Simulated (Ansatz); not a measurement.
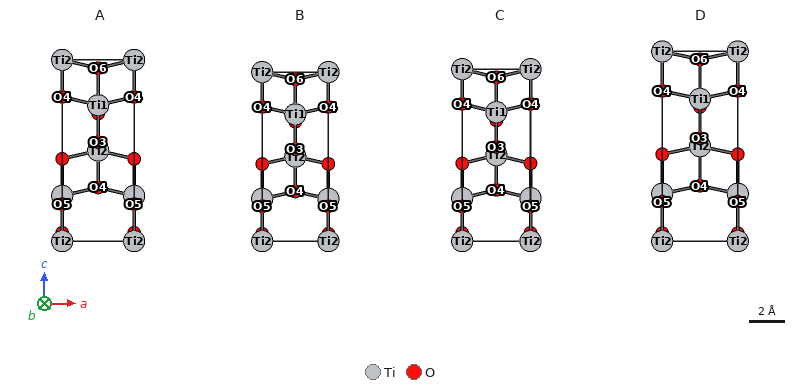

4 geometries from one relaxation of a crystal of TiO$_{2}$ (built on the anatase type), in shuffled order. Style: ball-and-stick. Shown: the conventional cell (2 times the calculation's cell), along the b axis. Lengths and directions refer to the drawn axes.

Method: Ansatz 0.2.0, DFT, PBE, plane waves, PAW. Settings: plane-wave cutoff 420 eV; k-point mesh 8 × 8 × 8; occupations fermi dirac; smearing width 0.02 eV; no spin polarisation; cell and atoms relaxed; force threshold 0.005 eV/Å.

### Order the frames from highest to lowest energy.

D, A, C, B. They are steps 0, 1, 2, 10, at +4.903 eV per cell of the calculation, +1.967 eV per cell of the calculation, +0.246 eV per cell of the calculation relative to the last. The largest moves relative to the cell, 0.015 Å, are those of O3, O4, O5 and O6. O6 goes along −c. Ti stays in place. Cell: a = b 4.336 → 3.799 Å (−12.4 %), c 10.884 → 9.702 Å (−10.9 %). Volume −31.6 %. Some distances before and after: Ti1–Ti2 3.479 → 3.081 Å, Ti1–O4 2.216 → 1.946 Å, Ti1–O3 2.264 → 2.003 Å. The space group stays I4_1/amd (No. 141). Over 8 accepted moves (10 points after the start) the energy falls by 4.903 eV per cell of the calculation. The largest force component goes from 1.3 to 0.00054 eV/Å. The pressure goes from −34.08 to −0.01 GPa. At 2 points the geometry stayed and the basis and grid were re-selected for the new cell (energy shift of 24.2 meV per cell of the calculation at most each time).
